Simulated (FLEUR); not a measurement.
Band structure of FeAl (Pm-3m, 2 atoms in the cell).

```yaml
crystal:
  lattice:
    - [2.91000, 0.00000, 0.00000]
    - [0.00000, 2.91000, 0.00000]
    - [0.00000, 0.00000, 2.91000]
  atoms:
    - { symbol: Al, position: [0.50000, 0.50000, 0.50000] }
    - { symbol: Fe, position: [0.00000, 0.00000, 0.00000] }
```

Method of the run: PBE, all-electron FLAPW (FLEUR), scalar-relativistic valence in FLEUR.

Settings: Kmax = 4.6 1/bohr; GmaxXC = 13.8 1/bohr; xcFunctional = pbe; jspins = 1; l_soc = F; mode = hist; fermiSmearingEnergy = 0.00367493 Htr; mesh (inpgen div1-3) = 11 11 11; inpgen gamma flag = false; Gmax = 13.8 1/bohr; numbands = 0; maxIterBroyd = 40; imix = Anderson; alpha = 0.05.

The starting cell has typed, rounded lattice constants, without a prior relaxation at this level. Spin polarisation is off. Values depend on the basis (sphere radii, cutoffs, local orbitals), which need not be converged.

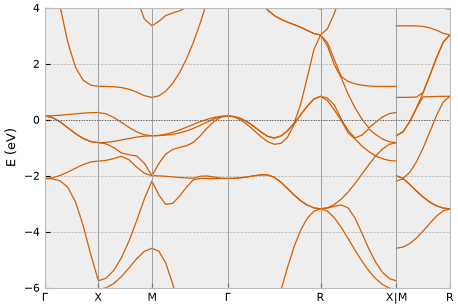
*Bands along the path, energies from the Fermi level.*

Levels in eV from the Fermi level, bands 6 to 13:
```csv
point,6,7,8,9,10,11,12,13
Γ,-2.10,-2.10,0.13,0.13,0.13,6.21,6.21,6.21
X,-5.76,-1.48,-0.82,-0.82,0.25,1.19,8.63,10.90
M,-2.19,-2.01,-2.01,-0.58,-0.58,0.79,3.35,4.19
R,-3.19,-3.19,0.83,0.83,3.02,3.02,3.02,3.95
```
